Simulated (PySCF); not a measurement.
Run report: C5H13AlO, NMR shielding calculation

C5H13AlO (AlEt2(OMe)), SMILES C[CH2][Al]([CH2]C)[O]C, computed with GIAO PBE0/pcSseg-1 Al:pcSseg-2 NMR shielding, non-relativistic, gas phase (PySCF 2.14.0).

The geometry comes from this level: PBE0-D3(BJ)/def2-SVP. It belongs to a series of runs on one base structure; here: one ligand: Et to OMe. Figures and captions count atoms from 1; the log counts them from 0 in places.

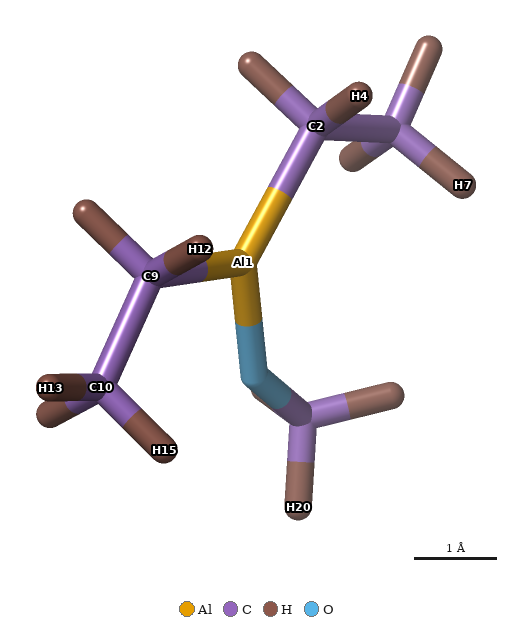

*The structure as given in the input (stick view, seen at a tilt; atoms are numbered from 1 in the order of the input). Sticks mark near contacts.*

Bond lengths as drawn: Al–C 1.96 to 1.97 Å, Al–O 1.70 Å, C–C 1.53 Å, C–H 1.10 to 1.11 Å and C–O 1.38 Å.

**Summary**

- outcome: converged
- total energy: −515.597251 hartree
- HOMO: −6.92 eV
- LUMO: −0.07 eV
- dipole moment: 0.88 D
- isotropic shielding, Al: 359.7 ppm
- isotropic shielding, C: 129.7 to 182.6 ppm
- isotropic shielding, H: 27.2 to 31.3 ppm
- isotropic shielding, O: 279.7 ppm
- hardware: 1 CPU thread, shared host
- wall time: 41 s
- peak memory: 1.1 GiB

**The input**
```
{"job": {"kind": "nmr", "xc": "PBE0", "basis": {"default": "pcSseg-1", "Al": "pcSseg-2"}}, "charge": 0, "multiplicity": 1}
Al     0.037663     0.349345    -0.114748
C      1.974447     0.074407    -0.305690
C      2.532220    -1.292458     0.091427
H      2.487087     0.878575     0.255609
H      2.219652     0.293303    -1.363585
H      3.617618    -1.373799    -0.086864
H      2.367481    -1.506301     1.160091
H      2.052461    -2.111153    -0.469511
C     -0.825887     2.079404    -0.429413
C     -2.336815     2.146216    -0.213863
H     -0.569005     2.386688    -1.461926
H     -0.310428     2.826745     0.204341
H     -2.747112     3.148515    -0.423024
H     -2.871938     1.432497    -0.859658
H     -2.611066     1.891713     0.822050
O     -0.995643    -0.934948     0.313984
C     -1.026193    -2.271965     0.667480
H     -0.243722    -2.538247     1.403413
H     -0.886549    -2.934569    -0.207634
H     -2.001849    -2.529828     1.116849
```

The first line tells a small driver script what to run in PySCF; the rest is the geometry in Å.

Launch command:
```bash
OMP_NUM_THREADS=1 python <driver script> task.json out
```

**Log**
```
coarse grid: 16200 points
cycle   1  E = -515.3961933810  dE =  3.075e-01  |g| = 8.447e-01  |ddm| = 3.677e+00
cycle   2  E = -515.1566526632  dE =  2.395e-01  |g| = 1.383e+00  |ddm| = 1.714e+00
cycle   3  E = -515.5393348779  dE = -3.827e-01  |g| = 1.817e-01  |ddm| = 1.200e+00
cycle   4  E = -515.5459318278  dE = -6.597e-03  |g| = 5.367e-02  |ddm| = 1.669e-01
cycle   5  E = -515.5466263532  dE = -6.945e-04  |g| = 6.075e-03  |ddm| = 4.134e-02
cycle   6  E = -515.5466340753  dE = -7.722e-06  |g| = 1.088e-03  |ddm| = 6.235e-03
final grid: 148976 points
cycle   7  E = -515.5972172764  dE = -2.893e-05  |g| = 1.255e-02  |ddm| = 2.479e-02
cycle   8  E = -515.5971834746  dE =  3.380e-05  |g| = 1.832e-02  |ddm| = 1.942e-02
cycle   9  E = -515.5972499474  dE = -6.647e-05  |g| = 1.883e-03  |ddm| = 1.194e-02
cycle  10  E = -515.5972506895  dE = -7.422e-07  |g| = 1.281e-04  |ddm| = 1.427e-03
cycle  11  E = -515.5972506926  dE = -3.116e-09  |g| = 5.461e-05  |ddm| = 1.618e-04
cycle  12  E = -515.5972506932  dE = -6.044e-10  |g| = 1.573e-05  |ddm| = 5.012e-05
```

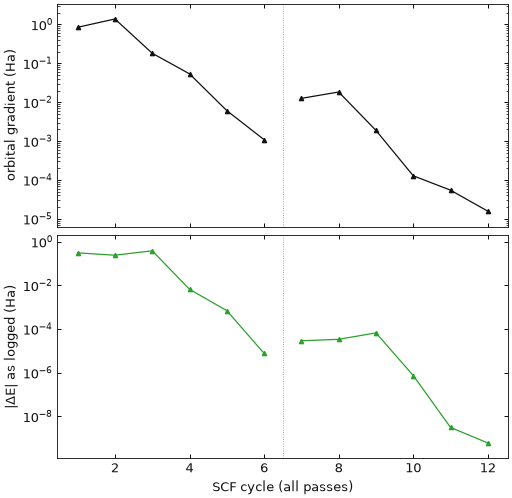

*Convergence of the self-consistent field: orbital gradient and size of the energy change against the SCF cycle. The dotted line marks the change from a coarse to the final integration grid.*

The first 6 cycles use a coarse grid, the final grid takes over at cycle 7, and the field converges after 12 cycles in all.

```
converged SCF energy = -515.5972506932

GIAO shielding tensors (ppm)
atom      isotropic    diamagn.    paramagn.     s11        s22        s33       span
  0 Al     359.658     800.980    -441.322    287.111    337.865    453.999    166.889
  1 C      181.030     254.002     -72.971    164.725    178.462    199.905     35.180
  2 C      173.585     244.696     -71.111    167.102    169.672    183.980     16.878
  3 H       31.156      32.368      -1.212     26.671     30.185     36.611      9.940
  4 H       31.196      32.397      -1.201     26.803     30.147     36.637      9.833
  5 H       29.987      27.016       2.972     24.715     27.618     37.629     12.914
  6 H       30.197      30.095       0.102     26.198     28.555     35.837      9.638
  7 H       30.097      30.268      -0.171     25.863     28.934     35.493      9.630
  8 C      182.603     254.035     -71.432    164.724    181.194    201.891     37.167
  9 C      174.474     243.050     -68.576    168.002    170.222    185.197     17.194
 10 H       31.297      32.236      -0.939     26.804     30.259     36.829     10.025
 11 H       31.294      32.274      -0.980     26.744     30.275     36.864     10.120
 12 H       30.200      26.340       3.860     24.858     27.806     37.935     13.076
 13 H       30.308      29.355       0.953     25.817     29.044     36.063     10.246
 14 H       30.350      29.381       0.969     25.956     28.954     36.140     10.184
 15 O      279.745     398.789    -119.044    174.401    309.627    355.208    180.806
 16 C      129.712     240.229    -110.518    102.768    104.790    181.577     78.809
 17 H       27.150      29.258      -2.107     22.788     25.837     32.826     10.038
 18 H       27.216      28.583      -1.367     23.415     24.743     33.489     10.074
 19 H       27.319      27.456      -0.137     22.948     25.152     33.857     10.908
```

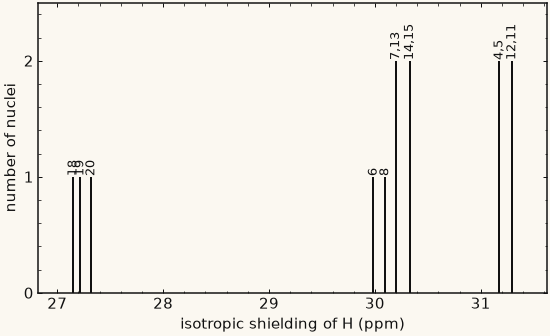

*Isotropic shieldings of the hydrogen nuclei in this fixed geometry, labelled by atom number; shielding grows to the right, so chemical shift grows to the left.*

The least shielded is H18 (27.2 ppm), the most shielded H11 (31.3 ppm).

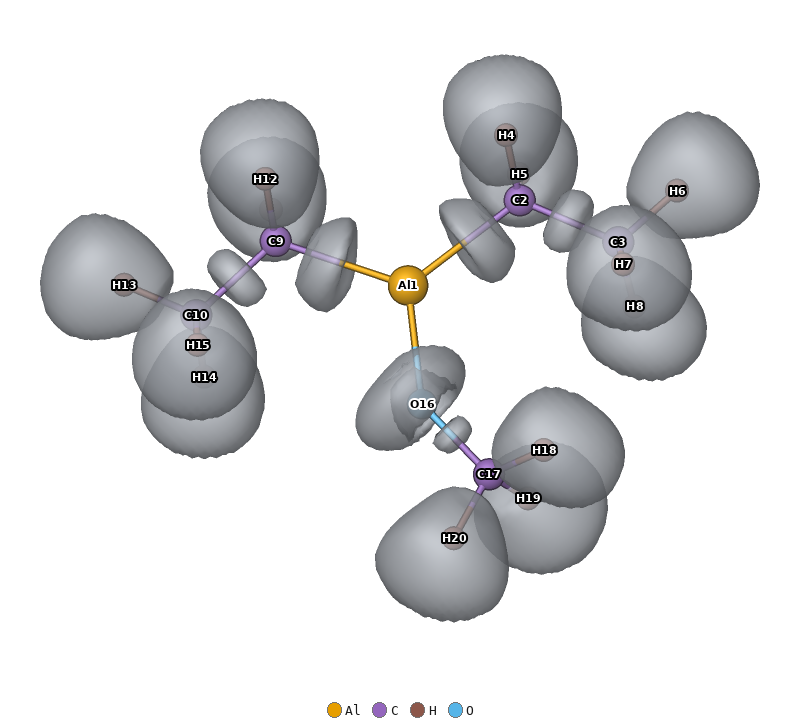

*Isosurface of the ELF at 0.8 (grey), seen at an oblique angle. Core shells and regions of very low density are left out.*

Values along the shortest contacts:

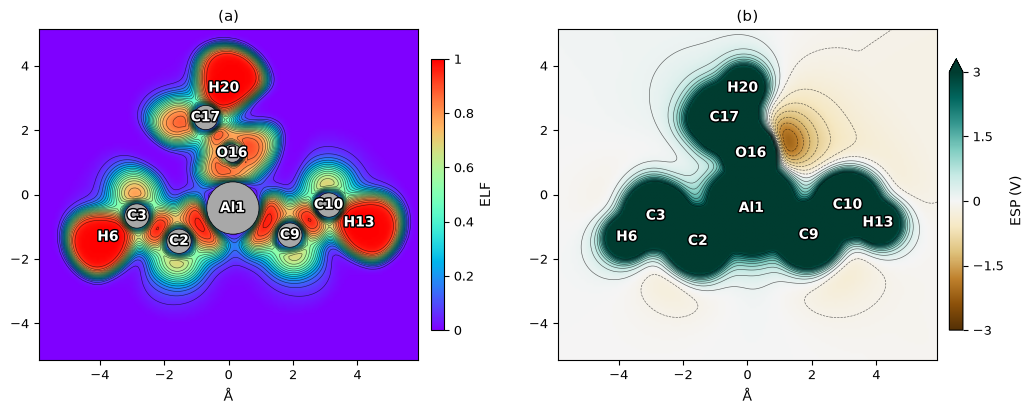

*(a) ELF; (b) molecular electrostatic potential on the plane of atoms C9, C10 and H13. Grey discs, where drawn, cover atomic cores.*

The section cuts through Al, C, H and O sites. C–O (1.38 Å): the ELF peaks at about 0.90 between the atoms (a polar covalent bond). C–C (1.53 Å): the ELF peaks at about 0.95 between the atoms, which marks a shared electron pair. Al–O (1.70 Å): the ELF peaks at about 0.85 in the valence shell of O, 0.6 Å from its nucleus, and is about 0.45 at the midpoint. C–H (1.10 Å): the ELF climbs to about 1 towards the hydrogen, as it does in any bond to H; a covalent bond by its length.
